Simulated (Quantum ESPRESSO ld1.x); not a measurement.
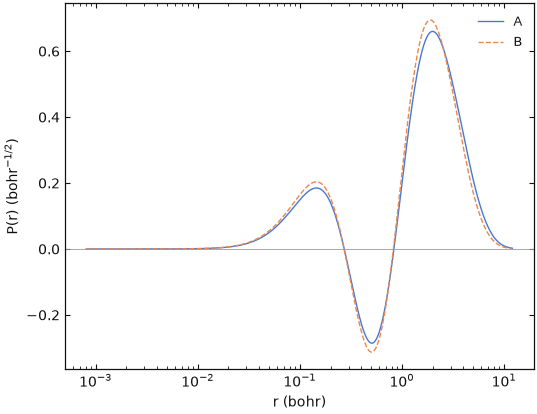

Sm⁺ (Z = 62, 61 electrons) was computed in two configurations: [Xe] 4f4 5d2 6s1 (open shells shared over both j by 2j + 1); [Xe] 4f5 5d1 6s1 (open shells shared over both j by 2j + 1). Theory: Dirac Kohn-Sham, PBE, spin-unpolarised, spherical densities, point nucleus (computed with Quantum ESPRESSO ld1.x 7.5).

The plot shows P(r) = r R(r) of the 5d5/2 orbital in both runs (large components where relativistic).

Q: Which curve belongs to which run?

Answer: A is [Xe] 4f5 5d1 6s1 (open shells shared over both j by 2j + 1) (⟨r⟩ = 2.62 bohr, eigenvalue −8.39 eV); B is [Xe] 4f4 5d2 6s1 (open shells shared over both j by 2j + 1) (⟨r⟩ = 2.43 bohr, eigenvalue −9.67 eV). The orbital is smaller where the other electrons screen the nucleus less.
